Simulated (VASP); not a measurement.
# MnCuO2 (Crednerite): structure and properties in VASP, part 8 of 11

Aim: relax MnCuO2 (Crednerite) with PBEsol + U, compute its properties on that cell and hold them against experiment. The start is a cell from a database of measured crystal structures.

VASP 6.6.1; PBEsol, DFT+U (Cu d 5 eV, Mn d 4 eV), spin-polarised from a ferromagnetic start; plane waves and PAW (Mn_pv, Cu, O).

Still holding for the runs below: The cell holds one magnetic atom, so no antiferromagnetic order fits into it.

So far, gap on the k-mesh (eV): step 2 (relaxing cell and atoms (PBEsol + U)) 0.405; step 3 (second relaxation) 0.405; step 4 (single point with fields (PBEsol + U)) 0.405; step 6 (total and projected DOS (PBEsol + U)) 0.361.

The database entry behind the starting cell differs from later determinations by our own check (a about 1 % short, old inner coordinates), so it need not match the best structure at ambient conditions.

## Step 8: Volume scan with PBEsol + U, volume scale 0.94

An equation of state needs energies on both sides of the minimum, all on one mesh and cutoff.

INCAR

```
SYSTEM = MnCuO2
PREC = Accurate
ENCUT = 520
EDIFF = 1E-06
NELM = 100
ISMEAR = 0
SIGMA = 0.05
LREAL = .FALSE.
ALGO = Normal
GGA = PS
NBANDS = 26
ISPIN = 2
MAGMOM = 3.909 -0.005 -0.017 -0.017
LDAU = .TRUE.
LDAUTYPE = 2
LDAUL = 2 2 -1
LDAUU = 4 5 0
LDAUJ = 0 0 0
LDAUPRINT = 1
LASPH = .TRUE.
LMAXMIX = 4
LORBIT = 11
LWAVE = .FALSE.
LCHARG = .FALSE.
KPAR = 4
ISIF = 2
```

POSCAR

```
MnCuO2
1.0
    2.7356481170     -1.4285584690      0.0293651648
    2.7356481170      1.4285584690      0.0293651648
   -1.4145088079      0.0000000000      5.5256928118
Mn Cu O
1 1 2
Direct
    0.0000000000      0.0000000000      0.0000000000
    0.5000000000      0.5000000000      0.5000000000
    0.4021530575      0.4021530575      0.1806834249
    0.5978469425      0.5978469425      0.8193165751
```

KPOINTS

```
Automatic mesh
0
Gamma
9 9 4
0 0 0
```

PAW data sets: Mn_pv, Cu and O (PBE family, release 64).

Command:

```sh
$ mpirun -np 4 vasp_std
```

Output:

```text
[... set-up lines as in an earlier step ...]
 entering main loop
       N       E                     dE             d eps       ncg     rms          rms(c)
DAV:   1     0.367172211363E+03    0.36717E+03   -0.18901E+04 10488   0.192E+03
DAV:   2     0.882114666834E+01   -0.35835E+03   -0.33526E+03 10218   0.446E+02
DAV:   3    -0.284682041353E+02   -0.37289E+02   -0.36242E+02 11402   0.156E+02
DAV:   4    -0.296047827611E+02   -0.11366E+01   -0.11326E+01 11820   0.279E+01
DAV:   5    -0.296347902335E+02   -0.30007E-01   -0.29989E-01 12088   0.487E+00    0.252E+01
DAV:   6    -0.255976544265E+02    0.40371E+01   -0.29423E+01 14534   0.831E+01    0.207E+01
DAV:   7    -0.256468983655E+02   -0.49244E-01   -0.39919E+00 11986   0.397E+01    0.127E+01
DAV:   8    -0.256976851020E+02   -0.50787E-01   -0.63685E-01 11394   0.567E+00    0.727E+00
DAV:   9    -0.256670437347E+02    0.30641E-01   -0.80315E-02 15004   0.671E+00    0.139E+00
DAV:  10    -0.256690302109E+02   -0.19865E-02   -0.23631E-02 12152   0.224E+00    0.242E-01
DAV:  11    -0.256693005994E+02   -0.27039E-03   -0.15725E-03 13842   0.893E-01    0.132E-01
DAV:  12    -0.256693523761E+02   -0.51777E-04   -0.31217E-04 14134   0.244E-01    0.548E-02
DAV:  13    -0.256693670163E+02   -0.14640E-04   -0.64783E-05 14574   0.151E-01    0.231E-02
DAV:  14    -0.256693664177E+02    0.59855E-06   -0.13632E-05 14202   0.820E-02    0.638E-03
DAV:  15    -0.256693665124E+02   -0.94719E-07   -0.10616E-06  7256   0.182E-02
   1 F= -.25669367E+02 E0= -.25669367E+02  d E =-.781205E-13  mag=     4.0000
```

Wall time 30 s (4 MPI ranks of AMD EPYC 9R45, shared host); peak memory 1.1 GiB.

From OUTCAR (step 8):

```text
   ENCUT  =  520.0 eV  38.22 Ry    6.18 a.u.   5.74  5.74 10.61*2*pi/ulx,y,z

   NELECT =      36.0000    total number of electrons

atom =   1  type =  1  l = 2

 onsite density matrix

spin component  1

  0.7977  0.2156  0.0000  0.0000  0.0000
  0.2156  0.6572  0.0000  0.0000  0.0000
  0.0000  0.0000  0.9567 -0.0055  0.0014
  0.0000  0.0000 -0.0055  0.9709  0.0119
  0.0000  0.0000  0.0014  0.0119  0.9746

spin component  2

  0.1317 -0.1069  0.0000  0.0000  0.0000
 -0.1069  0.1924  0.0000  0.0000  0.0000
  0.0000  0.0000  0.0456 -0.0043  0.0072
  0.0000  0.0000 -0.0043  0.1010  0.0395
  0.0000  0.0000  0.0072  0.0395  0.0999

 occupancies and eigenvectors

  o =  0.0420  v =  0.0000  0.0000  0.0000  0.0000  0.0000  0.0000  0.0000  0.9178  0.2654 -0.2952      0.0000  0.0000  0.0000  0.0000  0.0000  0.0000  0.0000  0.0000  0.0000  0.0000
  o =  0.0509  v =  0.0000  0.0000  0.0000  0.0000  0.0000 -0.7978 -0.6029  0.0000  0.0000  0.0000      0.0000  0.0000  0.0000  0.0000  0.0000  0.0000  0.0000  0.0000  0.0000  0.0000
  o =  0.0644  v =  0.0000  0.0000  0.0000  0.0000  0.0000  0.0000  0.0000 -0.3965  0.6518 -0.6465      0.0000  0.0000  0.0000  0.0000  0.0000  0.0000  0.0000  0.0000  0.0000  0.0000
  o =  0.1400  v =  0.0000  0.0000  0.0000  0.0000  0.0000  0.0000  0.0000  0.0208  0.7104  0.7035      0.0000  0.0000  0.0000  0.0000  0.0000  0.0000  0.0000  0.0000  0.0000  0.0000
  o =  0.2733  v =  0.0000  0.0000  0.0000  0.0000  0.0000 -0.6029  0.7978  0.0000  0.0000  0.0000      0.0000  0.0000  0.0000  0.0000  0.0000  0.0000  0.0000  0.0000  0.0000  0.0000
  o =  0.5007  v =  0.5875 -0.8093  0.0000  0.0000  0.0000  0.0000  0.0000  0.0000  0.0000  0.0000      0.0000  0.0000  0.0000  0.0000  0.0000  0.0000  0.0000  0.0000  0.0000  0.0000
  o =  0.9531  v =  0.0000  0.0000  0.8281  0.4651 -0.3129  0.0000  0.0000  0.0000  0.0000  0.0000      0.0000  0.0000  0.0000  0.0000  0.0000  0.0000  0.0000  0.0000  0.0000  0.0000
  o =  0.9543  v = -0.8093 -0.5875  0.0000  0.0000  0.0000  0.0000  0.0000  0.0000  0.0000  0.0000      0.0000  0.0000  0.0000  0.0000  0.0000  0.0000  0.0000  0.0000  0.0000  0.0000
  o =  0.9641  v =  0.0000  0.0000 -0.5534  0.5888 -0.5892  0.0000  0.0000  0.0000  0.0000  0.0000      0.0000  0.0000  0.0000  0.0000  0.0000  0.0000  0.0000  0.0000  0.0000  0.0000
  o =  0.9850  v =  0.0000  0.0000 -0.0898  0.6611  0.7449  0.0000  0.0000  0.0000  0.0000  0.0000      0.0000  0.0000  0.0000  0.0000  0.0000  0.0000  0.0000  0.0000  0.0000  0.0000

atom =   2  type =  2  l = 2

 onsite density matrix

spin component  1

  0.9518 -0.0019  0.0000  0.0000  0.0000
 -0.0019  0.9571  0.0000  0.0000  0.0000
  0.0000  0.0000  0.8737 -0.0046 -0.0019
  0.0000  0.0000 -0.0046  0.9673  0.0008
  0.0000  0.0000 -0.0019  0.0008  0.9514

spin component  2

  0.9522  0.0008  0.0000  0.0000  0.0000
  0.0008  0.9697  0.0000  0.0000  0.0000
  0.0000  0.0000  0.8703 -0.0078 -0.0010
  0.0000  0.0000 -0.0078  0.9699  0.0009
  0.0000  0.0000 -0.0010  0.0009  0.9520

 occupancies and eigenvectors

  o =  0.8697  v =  0.0000  0.0000  0.0000  0.0000  0.0000  0.0000  0.0000  0.9970  0.0773  0.0109      0.0000  0.0000  0.0000  0.0000  0.0000  0.0000  0.0000  0.0000  0.0000  0.0000
  o =  0.8734  v =  0.0000  0.0000  0.9985  0.0486  0.0240  0.0000  0.0000  0.0000  0.0000  0.0000      0.0000  0.0000  0.0000  0.0000  0.0000  0.0000  0.0000  0.0000  0.0000  0.0000
  o =  0.9512  v = -0.9530 -0.3030  0.0000  0.0000  0.0000  0.0000  0.0000  0.0000  0.0000  0.0000      0.0000  0.0000  0.0000  0.0000  0.0000  0.0000  0.0000  0.0000  0.0000  0.0000
  o =  0.9514  v =  0.0000  0.0000  0.0212  0.0584 -0.9981  0.0000  0.0000  0.0000  0.0000  0.0000      0.0000  0.0000  0.0000  0.0000  0.0000  0.0000  0.0000  0.0000  0.0000  0.0000
  o =  0.9520  v =  0.0000  0.0000  0.0000  0.0000  0.0000  0.0000  0.0000  0.0070  0.0508 -0.9987      0.0000  0.0000  0.0000  0.0000  0.0000  0.0000  0.0000  0.0000  0.0000  0.0000
  o =  0.9521  v =  0.0000  0.0000  0.0000  0.0000  0.0000 -0.9991  0.0434  0.0000  0.0000  0.0000      0.0000  0.0000  0.0000  0.0000  0.0000  0.0000  0.0000  0.0000  0.0000  0.0000
  o =  0.9577  v = -0.3030  0.9530  0.0000  0.0000  0.0000  0.0000  0.0000  0.0000  0.0000  0.0000      0.0000  0.0000  0.0000  0.0000  0.0000  0.0000  0.0000  0.0000  0.0000  0.0000
  o =  0.9675  v =  0.0000  0.0000 -0.0499  0.9971  0.0573  0.0000  0.0000  0.0000  0.0000  0.0000      0.0000  0.0000  0.0000  0.0000  0.0000  0.0000  0.0000  0.0000  0.0000  0.0000
  o =  0.9698  v =  0.0000  0.0000  0.0000  0.0000  0.0000  0.0434  0.9991  0.0000  0.0000  0.0000      0.0000  0.0000  0.0000  0.0000  0.0000  0.0000  0.0000  0.0000  0.0000  0.0000
  o =  0.9705  v =  0.0000  0.0000  0.0000  0.0000  0.0000  0.0000  0.0000 -0.0777  0.9957  0.0501      0.0000  0.0000  0.0000  0.0000  0.0000  0.0000  0.0000  0.0000  0.0000  0.0000

 E-fermi :   5.9407

 spin component 1
 k-point     1 :       0.0000    0.0000    0.0000
  band No.  band energies     occupation
    ...
     16       2.6349      1.00000
     17       2.7414      1.00000
     18       2.7901      1.00000
     19       2.8390      1.00000
     20       5.7163      1.00000
     21       7.5699      0.00000
     22       7.9878      0.00000
     23      11.8567      0.00000
     24      13.9831      0.00000
     25      18.7095      0.00000
    ...

 k-point     2 :       0.1111    0.0000    0.0000
  band No.  band energies     occupation
    ...
     16       2.5891      1.00000
     17       2.6591      1.00000
     18       2.8180      1.00000
     19       3.1863      1.00000
     20       5.5263      1.00000
     21       7.2469      0.00000
     22       8.2506      0.00000
     23      12.3902      0.00000
     24      14.1867      0.00000
     25      18.9455      0.00000
    ...

  Total        1.9730661      2.8530724      4.1021500      0.0000000      0.0000000     -0.3767811
  in kB       72.9937186    105.5496145    151.7593301      0.0000000      0.0000000    -13.9390435
  external PRESSURE =     110.1008877 kB  Pullay stress =       0.0000000 kB

 POSITION                                       TOTAL-FORCE (eV/Angst)
 -----------------------------------------------------------------------------------
      0.00000      0.00000      0.00000         0.000000      0.000000      0.000000
      2.02839      0.00000      2.79221        -0.000000      0.000000      0.000000
      1.94472      0.00000      1.02202        -0.250442      0.000000      0.076160
      2.11207      0.00000      4.56240         0.250442      0.000000     -0.076160
 -----------------------------------------------------------------------------------
    total drift:                                0.000000     -0.000000      0.000000

  FREE ENERGIE OF THE ION-ELECTRON SYSTEM (eV)
  ---------------------------------------------------
  free  energy   TOTEN  =       -25.6693665124 eV

  energy  without entropy=      -25.6693665124  energy(sigma->0) =      -25.66936651

 magnetization (x)
# of ion       s       p       d       tot
------------------------------------------
    1        0.036   0.034   3.781   3.850
    2        0.013   0.009  -0.013   0.010
    3        0.006   0.000   0.000   0.006
    4        0.006   0.000   0.000   0.006
--------------------------------------------------
tot          0.062   0.043   3.768   3.873

[... 2 parts as in an earlier step ...]

[... 19 further parts left out ...]
```

The scan keeps the cell's shape and the fractional positions fixed.

This step gave:

```yaml
free_energy_toten: -25.67 eV
fermi_energy: 5.941 eV
pressure: 11.01 GPa
conduction_bottom_at_k: -0.2222, 0.1111, 0.5
least_direct_gap_at_k: 0.4444, 0.1111, 0.5
gap_on_the_k_mesh: 0.4921 eV
least_direct_gap_on_the_k_mesh: 1.326 eV
```

Spin moment in the PAW sphere by atom:

| atom | spin moment in the PAW sphere (μB) |
| --- | --- |
| Mn1 | 3.85 |
| Cu2 | 0.01 |
| O3 | 0.01 |
| O4 | 0.01 |

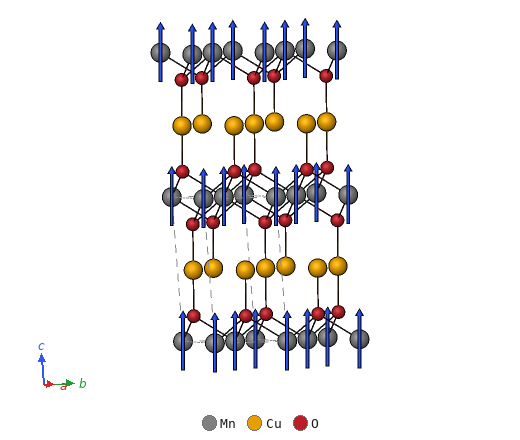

Spin moment in the PAW sphere as arrows, the longest 3.85 μB. Up and down stand for the sign. Arrows give size and sign along the axis of quantisation, drawn up and down the page. 1×2×2 conventional cells are drawn. Some periodic images of atoms are drawn too.

Force by atom:

| atom | x (eV/Å) | y (eV/Å) | z (eV/Å) | size |
| --- | --- | --- | --- | --- |
| Mn1 | 0.000 | 0.000 | 0.000 | 0.000 |
| Cu2 | 0.000 | 0.000 | 0.000 | 0.000 |
| O3 | -0.250 | 0.000 | 0.076 | 0.262 |
| O4 | 0.250 | 0.000 | -0.076 | 0.262 |

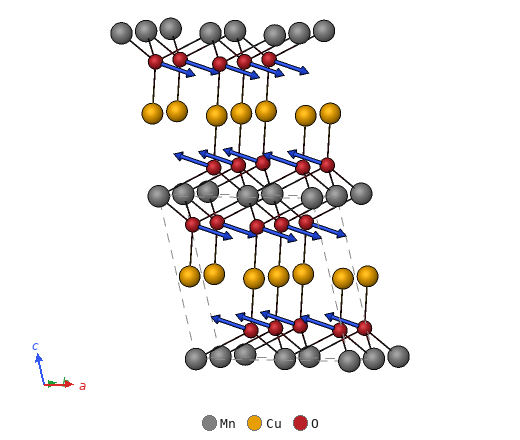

Force as arrows, the longest 0.262 eV/Å. 1×2×2 conventional cells are drawn. Some periodic images of atoms are drawn too.

The pressure here is 11.01 GPa.

(Continued in part 9 of 11.)

[Lines on the potential files, build, host, timing and source positions are cut from VASP's logs without a mark.]

[Logs are printed without paths, hosts, clocks, repeated set-up lines and the standing remarks that a program may print on its own settings, such as how far it seeks lower states.]

[Hosts, paths, dates, database ids (printed as entryN), source tags and the programs' standing remarks are cut or masked in the printed files.]

[Measured values are set beside computed ones only where the two were judged alike; some that the calculation misses by far are left out.]
